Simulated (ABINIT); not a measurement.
# CdAgH3 (Pm-3m): zone-centre phonons, part 3 of 3

Aim: the zone-centre modes of CdAgH3 (Pm-3m).

ABINIT 10.8.3; DFT PBE, scalar-relativistic, plane waves, PseudoDojo norm-conserving pseudopotentials.

So far. Step 6 (Self-consistent run for the response): The cell stands at -0.29 GPa: the relaxation ran with a smoothed and higher cutoff, and the difference is a stress of the finite basis. Step 7 (Linear response at Γ): The acoustic modes at Γ come out as far as 3.6 cm⁻¹ from zero, where they should vanish, a small numerical error. The lowest optical mode is imaginary, 318i cm⁻¹, an instability at this level and on this k mesh. The relaxed cell has a = 3.934 Å (conventional setting).

The structure was built from a prototype and need not be the compound's stable phase.

In doubt: a PseudoDojo file used here is known to give poor structures and forces, so the values of those runs are not to be relied on.

### 8. Modes with the sum rule

anaddb reads the merged derivatives and imposes the acoustic sum rule.

File anaddb.abi:

```
ddb_filepath "gamma_DDB"
output_file "anaddb.abo"
outdata_prefix "anaddb"
asr 1
chneut 1
enunit 2
eivec 1
nph1l 1
qph1l 0.0 0.0 0.0 1.0
```

File mrgddb.in:

```
gamma_DDB
merged
2
dfpt_gammao_DDB
gso_DDB
```

Started as:

```sh
> mrgddb < mrgddb.in > mrgddb.log
> OMP_NUM_THREADS=1 anaddb anaddb.abi > anaddb.log
```

anaddb.abo, the main output file:

```text
-outvars_anaddb: echo values of input variables ----------------------

 Miscellaneous information :
      enunit         2
       eivec         1
         asr         1
 First list of wavevector (reduced coord.) :
       nph1l         1
       qph1l
                     0.00000000E+00  0.00000000E+00  0.00000000E+00    1.000E+00

================================================================================

 read the DDB information and perform some checks

  ==== Info on the Cryst% object ====
 Real(R)+Recip(G) space primitive vectors, cartesian coordinates (Bohr,Bohr^-1):
 R(1)=  7.4349610  0.0000000  0.0000000  G(1)=  0.1344997  0.0000000  0.0000000
 R(2)=  0.0000000  7.4349610  0.0000000  G(2)=  0.0000000  0.1344997  0.0000000
 R(3)=  0.0000000  0.0000000  7.4349610  G(3)=  0.0000000  0.0000000  0.1344997
 Unit cell volume ucvol=  4.1099457E+02 bohr^3
 Angles (23,13,12)=  9.00000000E+01  9.00000000E+01  9.00000000E+01 degrees
 Time-reversal symmetry is present
 Reduced atomic positions [iatom, xred, symbol]:
    1)    0.0000000  0.0000000  0.0000000  Ag
    2)    0.5000000  0.5000000  0.5000000  Cd
    3)    0.5000000  0.5000000  0.0000000   H
    4)    0.5000000  0.0000000  0.5000000   H
    5)    0.0000000  0.5000000  0.5000000   H

 DDB file with 3 blocks has been read.

================================================================================

 Treat the first list of vectors

  Phonon wavevector (reduced coordinates) :  0.00000  0.00000  0.00000
 Phonon energies in Hartree :
  -1.451473E-03 -1.451473E-03 -1.451473E-03 -1.269066E-03 -1.269066E-03
  -1.269066E-03  0.000000E+00  0.000000E+00  0.000000E+00  3.025835E-04
   3.025835E-04  3.025835E-04  5.393598E-03  5.393598E-03  5.393598E-03
 Phonon energies in meV     :
- -3.949659E+01 -3.949659E+01 -3.949659E+01 -3.453303E+01 -3.453303E+01
- -3.453303E+01  0.000000E+00  0.000000E+00  0.000000E+00  8.233717E+00
-  8.233717E+00  8.233717E+00  1.467673E+02  1.467673E+02  1.467673E+02
 Phonon frequencies in cm-1    :
- -3.185614E+02 -3.185614E+02 -3.185614E+02 -2.785277E+02 -2.785277E+02
- -2.785277E+02  0.000000E+00  0.000000E+00  0.000000E+00  6.640940E+01
-  6.640940E+01  6.640940E+01  1.183758E+03  1.183758E+03  1.183758E+03
 Phonon frequencies in Thz     :
- -9.550232E+00 -9.550232E+00 -9.550232E+00 -8.350050E+00 -8.350050E+00
- -8.350050E+00  0.000000E+00  0.000000E+00  0.000000E+00  1.990904E+00
-  1.990904E+00  1.990904E+00  3.548817E+01  3.548817E+01  3.548817E+01
 Phonon energies in Kelvin  :
- -4.583388E+02 -4.583388E+02 -4.583388E+02 -4.007392E+02 -4.007392E+02
- -4.007392E+02  0.000000E+00  0.000000E+00  0.000000E+00  9.554831E+01
-  9.554831E+01  9.554831E+01  1.703163E+03  1.703163E+03  1.703163E+03

 Eigendisplacements
 (will be given, for each mode : in cartesian coordinates
   for each atom the real part of the displacement vector,
   then the imaginary part of the displacement vector - absolute values smaller than 1.0d-7 are set to zero)
  Mode number    1   Energy   -1.451473E-03
 Attention : low frequency mode.
   (Could be unstable or acoustic mode)
-  1  0.00000000E+00  0.00000000E+00 -5.19132811E-04
-     0.00000000E+00  0.00000000E+00  0.00000000E+00
-  2  0.00000000E+00  0.00000000E+00  1.60560371E-04
-     0.00000000E+00  0.00000000E+00  0.00000000E+00
-  3 -3.21260288E-07  1.93256454E-07  7.38315374E-03
-     0.00000000E+00  0.00000000E+00  0.00000000E+00
-  4 -3.21260288E-07  0.00000000E+00  1.51332596E-02
-     0.00000000E+00  0.00000000E+00  0.00000000E+00
-  5 -1.56735175E-07  1.93256454E-07  1.51332596E-02
-     0.00000000E+00  0.00000000E+00  0.00000000E+00
  Mode number    2   Energy   -1.451473E-03
 Attention : low frequency mode.
   (Could be unstable or acoustic mode)
-  1  0.00000000E+00  5.19132812E-04  0.00000000E+00
-     0.00000000E+00  0.00000000E+00  0.00000000E+00
-  2  0.00000000E+00 -1.60560371E-04  0.00000000E+00
-     0.00000000E+00  0.00000000E+00  0.00000000E+00
-  3  0.00000000E+00 -1.51332596E-02  0.00000000E+00
-     0.00000000E+00  0.00000000E+00  0.00000000E+00
-  4  0.00000000E+00 -7.38315374E-03  1.93255802E-07
-     0.00000000E+00  0.00000000E+00  0.00000000E+00
-  5  0.00000000E+00 -1.51332596E-02  1.93255802E-07
-     0.00000000E+00  0.00000000E+00  0.00000000E+00
  Mode number    3   Energy   -1.451473E-03
 Attention : low frequency mode.
   (Could be unstable or acoustic mode)
-  1  5.19132812E-04  0.00000000E+00  0.00000000E+00
-     0.00000000E+00  0.00000000E+00  0.00000000E+00
-  2 -1.60560371E-04  0.00000000E+00  0.00000000E+00
-     0.00000000E+00  0.00000000E+00  0.00000000E+00
-  3 -1.51332596E-02  0.00000000E+00 -1.56735366E-07
-     0.00000000E+00  0.00000000E+00  0.00000000E+00
-  4 -1.51332596E-02  0.00000000E+00 -3.21260680E-07
-     0.00000000E+00  0.00000000E+00  0.00000000E+00
-  5 -7.38315374E-03  0.00000000E+00 -3.21260680E-07
-     0.00000000E+00  0.00000000E+00  0.00000000E+00
  Mode number    4   Energy   -1.269066E-03
 Attention : low frequency mode.
   (Could be unstable or acoustic mode)
-  1  0.00000000E+00  0.00000000E+00  0.00000000E+00
-     0.00000000E+00  0.00000000E+00  0.00000000E+00
-  2  0.00000000E+00  0.00000000E+00  0.00000000E+00
-     0.00000000E+00  0.00000000E+00  0.00000000E+00
-  3  0.00000000E+00 -2.94041767E-06  0.00000000E+00
-     0.00000000E+00  0.00000000E+00  0.00000000E+00
-  4  0.00000000E+00  0.00000000E+00  1.64963402E-02
-     0.00000000E+00  0.00000000E+00  0.00000000E+00
-  5  0.00000000E+00  2.94041767E-06 -1.64963402E-02
-     0.00000000E+00  0.00000000E+00  0.00000000E+00
  Mode number    5   Energy   -1.269066E-03
 Attention : low frequency mode.
   (Could be unstable or acoustic mode)
-  1  0.00000000E+00  0.00000000E+00  0.00000000E+00
-     0.00000000E+00  0.00000000E+00  0.00000000E+00
-  2  0.00000000E+00  0.00000000E+00  0.00000000E+00
-     0.00000000E+00  0.00000000E+00  0.00000000E+00
-  3  2.50184497E-07 -1.64963402E-02  0.00000000E+00
-     0.00000000E+00  0.00000000E+00  0.00000000E+00
-  4 -2.50184497E-07  0.00000000E+00 -2.94041770E-06
-     0.00000000E+00  0.00000000E+00  0.00000000E+00
-  5  0.00000000E+00  1.64963402E-02  2.94041770E-06
-     0.00000000E+00  0.00000000E+00  0.00000000E+00
  Mode number    6   Energy   -1.269066E-03
 Attention : low frequency mode.
   (Could be unstable or acoustic mode)
-  1  0.00000000E+00  0.00000000E+00  0.00000000E+00
-     0.00000000E+00  0.00000000E+00  0.00000000E+00
-  2  0.00000000E+00  0.00000000E+00  0.00000000E+00
-     0.00000000E+00  0.00000000E+00  0.00000000E+00
-  3  1.64963404E-02  2.50184896E-07  0.00000000E+00
-     0.00000000E+00  0.00000000E+00  0.00000000E+00
-  4 -1.64963404E-02  0.00000000E+00  0.00000000E+00
-     0.00000000E+00  0.00000000E+00  0.00000000E+00
-  5  0.00000000E+00 -2.50184895E-07  0.00000000E+00
-     0.00000000E+00  0.00000000E+00  0.00000000E+00
  Mode number    7   Energy    0.000000E+00
 Attention : low frequency mode.
   (Could be unstable or acoustic mode)
-  1  0.00000000E+00  0.00000000E+00  1.56736239E-03
-     0.00000000E+00  0.00000000E+00  0.00000000E+00
-  2  0.00000000E+00  0.00000000E+00  1.56738518E-03
-     0.00000000E+00  0.00000000E+00  0.00000000E+00
-  3  0.00000000E+00  0.00000000E+00  1.56738327E-03
-     0.00000000E+00  0.00000000E+00  0.00000000E+00
-  4  0.00000000E+00  0.00000000E+00  1.56737251E-03
-     0.00000000E+00  0.00000000E+00  0.00000000E+00
-  5  0.00000000E+00  0.00000000E+00  1.56737251E-03
-     0.00000000E+00  0.00000000E+00  0.00000000E+00
  Mode number    8   Energy    0.000000E+00
 Attention : low frequency mode.
   (Could be unstable or acoustic mode)
-  1  2.97673796E-07 -1.56736236E-03  0.00000000E+00
-     0.00000000E+00  0.00000000E+00  0.00000000E+00
-  2  2.97678125E-07 -1.56738515E-03  0.00000000E+00
-     0.00000000E+00  0.00000000E+00  0.00000000E+00
-  3  2.97675719E-07 -1.56737248E-03  0.00000000E+00
-     0.00000000E+00  0.00000000E+00  0.00000000E+00
-  4  2.97675719E-07 -1.56738324E-03  0.00000000E+00
-     0.00000000E+00  0.00000000E+00  0.00000000E+00
-  5  2.97677763E-07 -1.56737248E-03  0.00000000E+00
-     0.00000000E+00  0.00000000E+00  0.00000000E+00
  Mode number    9   Energy    0.000000E+00
 Attention : low frequency mode.
   (Could be unstable or acoustic mode)
-  1  1.56736236E-03  2.97673922E-07  0.00000000E+00
-     0.00000000E+00  0.00000000E+00  0.00000000E+00
-  2  1.56738515E-03  2.97678250E-07  0.00000000E+00
-     0.00000000E+00  0.00000000E+00  0.00000000E+00
-  3  1.56737248E-03  2.97675845E-07  0.00000000E+00
-     0.00000000E+00  0.00000000E+00  0.00000000E+00
-  4  1.56737248E-03  2.97677889E-07  0.00000000E+00
-     0.00000000E+00  0.00000000E+00  0.00000000E+00
-  5  1.56738324E-03  2.97675845E-07  0.00000000E+00
-     0.00000000E+00  0.00000000E+00  0.00000000E+00
  Mode number   10   Energy    3.025835E-04
-  1  0.00000000E+00  0.00000000E+00 -1.53585004E-03
-     0.00000000E+00  0.00000000E+00  0.00000000E+00
-  2  0.00000000E+00  0.00000000E+00  1.54306932E-03
-     0.00000000E+00  0.00000000E+00  0.00000000E+00
-  3  0.00000000E+00  0.00000000E+00 -5.18350068E-04
-     0.00000000E+00  0.00000000E+00  0.00000000E+00
-  4  0.00000000E+00  0.00000000E+00 -3.60566541E-03
-     0.00000000E+00  0.00000000E+00  0.00000000E+00
-  5  0.00000000E+00  0.00000000E+00 -3.60566541E-03
-     0.00000000E+00  0.00000000E+00  0.00000000E+00
  Mode number   11   Energy    3.025835E-04
-  1  0.00000000E+00  1.53585004E-03  0.00000000E+00
-     0.00000000E+00  0.00000000E+00  0.00000000E+00
-  2  0.00000000E+00 -1.54306932E-03  0.00000000E+00
-     0.00000000E+00  0.00000000E+00  0.00000000E+00
-  3  0.00000000E+00  3.60566541E-03  0.00000000E+00
-     0.00000000E+00  0.00000000E+00  0.00000000E+00
-  4  0.00000000E+00  5.18350068E-04  0.00000000E+00
-     0.00000000E+00  0.00000000E+00  0.00000000E+00
-  5  0.00000000E+00  3.60566541E-03  0.00000000E+00
-     0.00000000E+00  0.00000000E+00  0.00000000E+00
  Mode number   12   Energy    3.025835E-04
-  1  1.53585004E-03  0.00000000E+00  0.00000000E+00
-     0.00000000E+00  0.00000000E+00  0.00000000E+00
-  2 -1.54306932E-03  0.00000000E+00  0.00000000E+00
-     0.00000000E+00  0.00000000E+00  0.00000000E+00
-  3  3.60566541E-03  0.00000000E+00  0.00000000E+00
-     0.00000000E+00  0.00000000E+00  0.00000000E+00
-  4  3.60566541E-03  0.00000000E+00  0.00000000E+00
-     0.00000000E+00  0.00000000E+00  0.00000000E+00
-  5  5.18350068E-04  0.00000000E+00  0.00000000E+00
-     0.00000000E+00  0.00000000E+00  0.00000000E+00
  Mode number   13   Energy    5.393598E-03
-  1  0.00000000E+00  0.00000000E+00  2.62849643E-05
-     0.00000000E+00  0.00000000E+00  0.00000000E+00
-  2  0.00000000E+00  0.00000000E+00 -1.28793303E-04
-     0.00000000E+00  0.00000000E+00  0.00000000E+00
-  3  0.00000000E+00  0.00000000E+00  2.20685786E-02
-     0.00000000E+00  0.00000000E+00  0.00000000E+00
-  4  0.00000000E+00  0.00000000E+00 -5.25891834E-03
-     0.00000000E+00  0.00000000E+00  0.00000000E+00
-  5  0.00000000E+00  0.00000000E+00 -5.25891834E-03
-     0.00000000E+00  0.00000000E+00  0.00000000E+00
  Mode number   14   Energy    5.393598E-03
-  1  0.00000000E+00  2.62849643E-05  0.00000000E+00
-     0.00000000E+00  0.00000000E+00  0.00000000E+00
-  2  0.00000000E+00 -1.28793303E-04  0.00000000E+00
-     0.00000000E+00  0.00000000E+00  0.00000000E+00
-  3 -2.46592562E-07 -5.25891834E-03  0.00000000E+00
-     0.00000000E+00  0.00000000E+00  0.00000000E+00
-  4 -2.46592562E-07  2.20685786E-02  0.00000000E+00
-     0.00000000E+00  0.00000000E+00  0.00000000E+00
-  5  1.03480354E-06 -5.25891834E-03  0.00000000E+00
-     0.00000000E+00  0.00000000E+00  0.00000000E+00
  Mode number   15   Energy    5.393598E-03
-  1  2.62849643E-05  0.00000000E+00  0.00000000E+00
-     0.00000000E+00  0.00000000E+00  0.00000000E+00
-  2 -1.28793303E-04  0.00000000E+00  0.00000000E+00
-     0.00000000E+00  0.00000000E+00  0.00000000E+00
-  3 -5.25891834E-03  2.46592562E-07  0.00000000E+00
-     0.00000000E+00  0.00000000E+00  0.00000000E+00
-  4 -5.25891834E-03 -1.03480354E-06  0.00000000E+00
-     0.00000000E+00  0.00000000E+00  0.00000000E+00
-  5  2.20685786E-02  2.46592562E-07  0.00000000E+00
-     0.00000000E+00  0.00000000E+00  0.00000000E+00

 Analysis of degeneracies and characters (maximum tolerance=1.00E-06 a.u.)
 For each vibration mode, or group of modes if degenerate,
 the characters are given for each symmetry operation (see the list in the log file).
 Symmetry characters of vibration mode #   1
       degenerate with vibration modes #   2 to    3
  3.0 -3.0 -1.0  1.0 -1.0  1.0 -1.0  1.0  1.0 -1.0 -1.0  1.0  1.0 -1.0 -1.0  1.0
 -0.0  0.0 -0.0  0.0  0.0 -0.0  0.0 -0.0  1.0 -1.0 -1.0  1.0 -1.0  1.0  1.0 -1.0
 -0.0  0.0  0.0 -0.0  0.0 -0.0 -0.0  0.0  1.0 -1.0  1.0 -1.0 -1.0  1.0 -1.0  1.0
 Symmetry characters of vibration mode #   4
       degenerate with vibration modes #   5 to    6
  3.0 -3.0 -1.0  1.0 -1.0  1.0 -1.0  1.0 -1.0  1.0  1.0 -1.0 -1.0  1.0  1.0 -1.0
 -0.0  0.0 -0.0  0.0  0.0 -0.0  0.0 -0.0 -1.0  1.0  1.0 -1.0  1.0 -1.0 -1.0  1.0
 -0.0  0.0  0.0 -0.0  0.0 -0.0 -0.0  0.0 -1.0  1.0 -1.0  1.0  1.0 -1.0  1.0 -1.0
 Symmetry characters of vibration mode #   7
       degenerate with vibration modes #   8 to    9
  3.0 -3.0 -1.0  1.0 -1.0  1.0 -1.0  1.0  1.0 -1.0 -1.0  1.0  1.0 -1.0 -1.0  1.0
  0.0 -0.0  0.0 -0.0 -0.0  0.0 -0.0  0.0  1.0 -1.0 -1.0  1.0 -1.0  1.0  1.0 -1.0
  0.0 -0.0 -0.0  0.0 -0.0  0.0  0.0 -0.0  1.0 -1.0  1.0 -1.0 -1.0  1.0 -1.0  1.0
 Symmetry characters of vibration mode #  10
       degenerate with vibration modes #  11 to   12
  3.0 -3.0 -1.0  1.0 -1.0  1.0 -1.0  1.0  1.0 -1.0 -1.0  1.0  1.0 -1.0 -1.0  1.0
 -0.0  0.0  0.0 -0.0 -0.0  0.0  0.0 -0.0  1.0 -1.0 -1.0  1.0 -1.0  1.0  1.0 -1.0
 -0.0  0.0 -0.0  0.0  0.0 -0.0  0.0 -0.0  1.0 -1.0  1.0 -1.0 -1.0  1.0 -1.0  1.0
 Symmetry characters of vibration mode #  13
       degenerate with vibration modes #  14 to   15
  3.0 -3.0 -1.0  1.0 -1.0  1.0 -1.0  1.0  1.0 -1.0 -1.0  1.0  1.0 -1.0 -1.0  1.0
 -0.0  0.0  0.0 -0.0 -0.0  0.0  0.0 -0.0  1.0 -1.0 -1.0  1.0 -1.0  1.0  1.0 -1.0
 -0.0  0.0 -0.0  0.0  0.0 -0.0  0.0 -0.0  1.0 -1.0  1.0 -1.0 -1.0  1.0 -1.0  1.0
-
```

Wall time 0.51 s (1 thread of Arm Neoverse V1, shared host).

Numbers from this step:

```
lowest optical zone-centre mode : -318.6 cm⁻¹
```

No LO-TO term; unit eigenvectors of the mass-weighted matrix, from anaddb's displacements. Modes at Γ, with each element's share of the kinetic energy (negative means imaginary):

```csv
mode,frequency (cm⁻¹),symmetry,Ag %,Cd %,H %
1,-318.6,T1u,5,1,94
2,-318.6,T1u,5,1,94
3,-318.6,T1u,5,1,94
4,-278.5,T2u,0,0,100
5,-278.5,T2u,0,0,100
6,-278.5,T2u,0,0,100
7,0.0,acoustic,48,50,1
8,0.0,acoustic,48,50,1
9,0.0,acoustic,48,50,1
10,66.4,T1u,46,49,5
11,66.4,T1u,46,49,5
12,66.4,T1u,46,49,5
13,1183.8,T1u,0,0,100
14,1183.8,T1u,0,0,100
15,1183.8,T1u,0,0,100
```

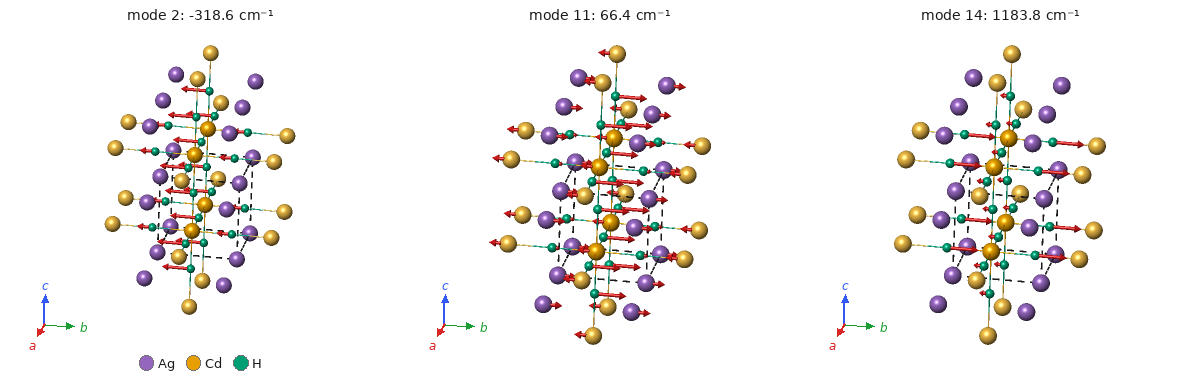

Displacement patterns of modes 2, 11 and 14 at Γ; arrows are exaggerated. 2×1×2 cells are drawn. Some periodic images of atoms are drawn too.

The rule also moves an optical mode by 0.7 cm⁻¹.

### 9. Summary of results

- space group after relaxation: Pm-3m
- volume per atom: 12.2 Å³
- highest optical zone-centre mode (no LO-TO term): 1184 cm⁻¹
- lowest optical zone-centre mode: -318.6 cm⁻¹
- imaginary optical modes at the zone centre (no q mesh in this session): yes

What this shows: At the PBE level the optical modes of CdAgH3 (Pm-3m) at the zone centre run from 319i to 1184 cm⁻¹, so the structure is a saddle point, with 6 modes beyond 10i cm⁻¹ there. These are harmonic frequencies at zero temperature: anharmonic shifts and linewidths and thermal expansion are left out. In a metal the frequencies hang on the k mesh and the smearing, most of all near Kohn anomalies. The structure is a hypothetical one, built on a prototype.

[Host names and launcher messages were left out of these logs when they were recorded.]

[Logs are printed without paths, hosts, clocks, repeated set-up lines and the standing remarks that a program may print on its own settings, such as how far it seeks lower states.]

[Hosts, paths, dates, database ids (printed as entryN), source tags and the programs' standing remarks are cut or masked in the printed files.]
